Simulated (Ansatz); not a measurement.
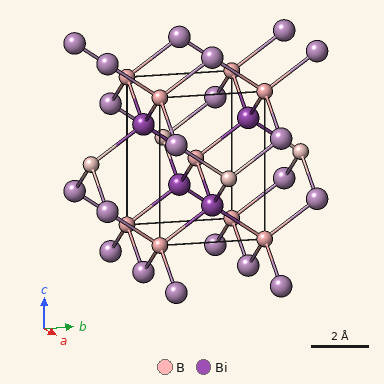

Ball-and-stick drawing of the structure, looking slightly off an axis. The lines enclose the conventional unit cell; boundary atoms appear with their images. Neighbours across the faces are drawn wherever a bond reaches them, in fainter colours.

BiB, space group I-4m2 (No. 119), a = 3.882 Å, b = 3.882 Å, c = 5.325 Å, α = 90.00°, β = 90.00°, γ = 90.00°. It goes back to a structure type filled with these elements by a generator (whether the compound takes this form wasn't checked). The cell was then strained or its atoms displaced on purpose. It was run through Ansatz as a DFT input.

This one geometry was computed with Ansatz (DFT, plane waves, PAW) at three levels of theory: r2SCAN, PBE and HSE06. It was relaxed with r2SCAN and then strained.

Which level gives the highest pressure at this volume, and what does that say about its equilibrium volume?

Answer. Highest: PBE (3.9 GPa), which points to the largest equilibrium volume. Lowest, with the smallest volume: HSE06 (0.8 GPa). Levels within 0.5 GPa of each other can't be told apart.

How does the band gap change with the level of theory?

Answer. PBE: a gap of 0.33 eV, indirect; r2SCAN: a gap of 0.43 eV, indirect; HSE06: a gap of 0.75 eV, indirect.

Collect the results in a table.

Answer.
| level | cutoff (eV) | k-mesh of the run's cell | gap (eV) | pressure (GPa) |
| --- | --- | --- | --- | --- |
| r2SCAN | 500 | 8×8×8 | 0.43 | 2.6 |
| PBE | 420 | 8×8×8 | 0.33 | 3.9 |
| HSE06 | 420 | 6×6×6 | 0.75 | 0.8 |

Gaps are taken on the k-mesh or band path of each run.
